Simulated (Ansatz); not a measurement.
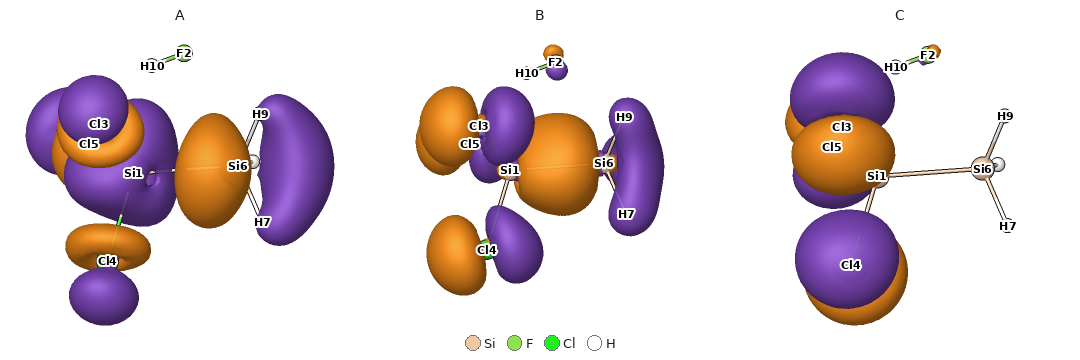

Figure. Cl₃H₃Si₂···HF. Three frontier orbitals at ±0.08 Å⁻³ᐟ² (orange and purple are the two phases), in no order.

Method: RKS B3LYP-D4/cc-pVDZ in Ansatz.

Input

```
crystal:
  periodic: [false, false, false]
  atoms:
    - { symbol: Si, position_ang: [-0.555413, 0.050753, -0.483794] }
    - { symbol: F, position_ang: [-0.091152, -0.355179, 2.242878] }
    - { symbol: Cl, position_ang: [1.07314, 1.267984, -0.056155] }
    - { symbol: Cl, position_ang: [-1.118272, 0.539018, -2.445804] }
    - { symbol: Cl, position_ang: [0.060776, -1.948558, -0.531856] }
    - { symbol: Si, position_ang: [-2.37118, 0.331026, 0.831346] }
    - { symbol: H, position_ang: [-3.587667, 0.393586, -0.034903] }
    - { symbol: H, position_ang: [-2.552376, -0.844155, 1.750467] }
    - { symbol: H, position_ang: [-2.256539, 1.583294, 1.632769] }
    - { symbol: H, position_ang: [-0.713018, -1.01777, 2.426651] }
basis:
  gaussian: { orbitals: cc-pVDZ }
hamiltonian:
  xc: b3lyp
  dispersion: d4
relax:
  f_tol: 0.03
  max_steps: 50
output:
  orbitals: {}
```

Launched as:

```sh
ansatz run input.yaml --threads 4 --pin off --max-ram 5120MiB --backend cpu --events-out ev --progress --plain --runs-dir out
```

The fields are those of the run's last geometry, not of the input's.

### Order the three orbitals by energy and name them.

C is the HOMO−1 (−8.93 eV). It lies mainly on Cl4 (about 40 %), Cl3 (about 40 %) and Cl5 (about 15 %); largely a combination of lone pairs on Cl4, Cl3 and Cl5. B is the HOMO (−8.47 eV). Its weight (Hirshfeld) is mainly on Si6 (about 25 %), Si1 (about 20 %), Cl4 (about 20 %), Cl3 (about 20 %) and Cl5 (about 10 %). A is the LUMO (−1.05 eV). It lies mainly on Si1 (about 30 %), Cl5 (about 20 %), Si6 (about 20 %), Cl3 (about 10 %) and Cl4 (about 10 %).

### What is the HOMO–LUMO gap?

7.42 eV between the orbital energies.
